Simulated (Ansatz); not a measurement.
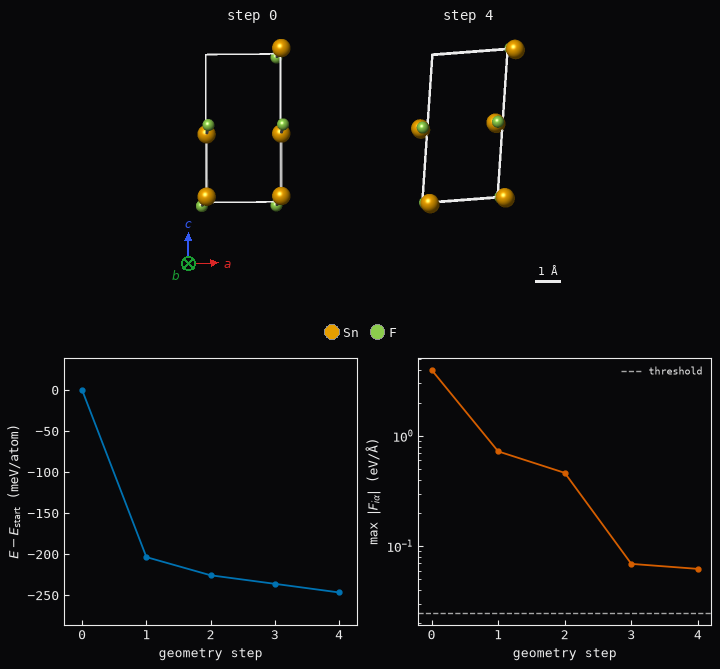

First and last geometry of a relaxation of a crystal of SnF (a generated structure, set up in P1) (coarse preliminary run), with the history of the run. A ball-and-stick model of the cell of the calculation, seen along the b axis.

The calculation used Ansatz 0.2.0, DFT PBE, scalar-relativistic, plane waves, PAW.

Input file:
```yaml
crystal:
  lattice:
    - [-3.085910215, -0.0141286377, 0.0292782233]
    - [0.0418497862, -0.0467122643, -4.4715052369]
    - [-0.0282572754, -6.1193167337, -0.0653600524]
  atoms:
    - { symbol: Sn, position: [1.0095245085, 1.0007059365, 0.4613276767] }
    - { symbol: Sn, position: [1.0108660573, 0.9837513993, 1.0394359126] }
    - { symbol: F, position: [0.9455301444, 0.5472579418, 0.975792652] }
    - { symbol: F, position: [1.0340792898, 0.4682847224, 0.5234437587] }
basis:
  ecutwfc: 420
kpoints:
  mp_grid: { grid: [8, 6, 4] }
hamiltonian:
  xc: pbe
scf:
  occupations: { method: gaussian, width: 0.2 }
  lower_state_search: "off"
output:
  forces: true
  stress: true
  eigenvalues: true
relax:
  adjacent_minimum: "off"
  f_tol: 0.025
  max_steps: 60
  cell: { stress_tol: 0.25 }
```

Run as
```bash
ansatz run input.yaml --threads 1 --pin off --max-ram 2560MiB --backend cpu --events-out ev --progress --plain --runs-dir out
```

What do the curves and the structures tell?

Answer. The run was cut off at its time limit before the relaxation converged, so the last structure is only a point on the way. The largest move relative to the cell is that of F3, 0.42 Å along [3 −2 1]. Largest moves by element: F 0.42 Å, Sn 0.38 Å. The drawn cell changes at constant volume: a 3.086 → 3.122 Å (+1.2 %), b 4.472 → 4.443 Å (−0.7 %), c 6.120 → 6.148 Å (+0.5 %), α 88.8° → 90.0°, β 89.5° → 81.7°, γ 91.1° → 90.3°. Among the contacts that change: Sn1–Sn2 2.585 → 3.108 Å, Sn2–F3 2.554 → 2.212 Å, Sn2–F3 (another image) 2.005 → 2.250 Å, Sn1–F4 2.406 → 2.210 Å. Among the angles between lasting bonds that change: Sn1–F4–Sn1 160.2° → 173.9°, F4–Sn1–F4 160.2° → 173.9°. The space group stays P1 (No. 1). Over 4 geometry steps the energy falls by 246 meV per atom. Largest force component: 4 eV/Å at the start, 0.062 eV/Å at the end. Pressure: 5.82 GPa at the start and 0.16 GPa at the end. Cost: 110 s on 1 thread of Arm Neoverse V2 (shared host), peak memory 0.44 GiB.
